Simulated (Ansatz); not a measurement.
```xyz
4
charge 0, multiplicity 1
B    -0.0278   -0.0089    0.0309
H     1.0347    0.0165   -0.0381
H    -0.4854    0.8730   -0.0288
H    -0.5154   -0.8528   -0.0235
```

Geometry: a fixed input geometry, not necessarily a minimum.

Describe the molecule in this file.

It has 4 atoms: 1 boron and 3 hydrogen (BH₃). SMILES: `B`. Among its groups: B–H bond. All atoms lie on one plane. Coordination: 1 B trigonal planar.

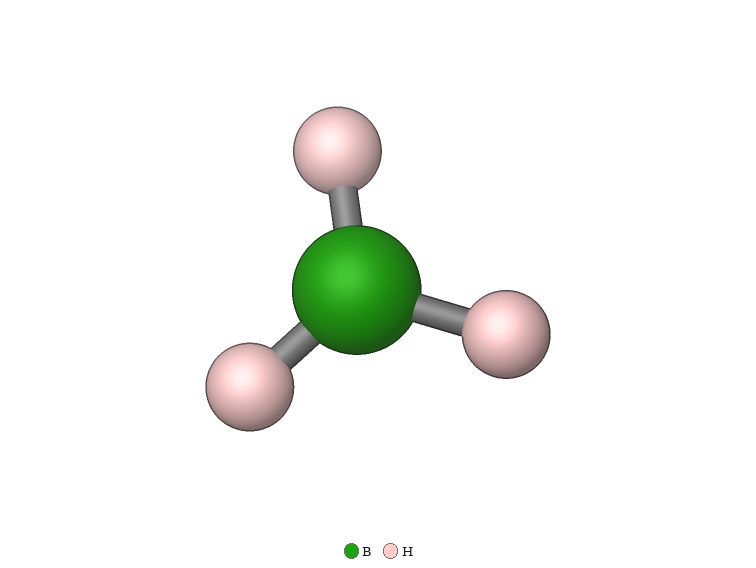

Figure made from data computed with Ansatz.
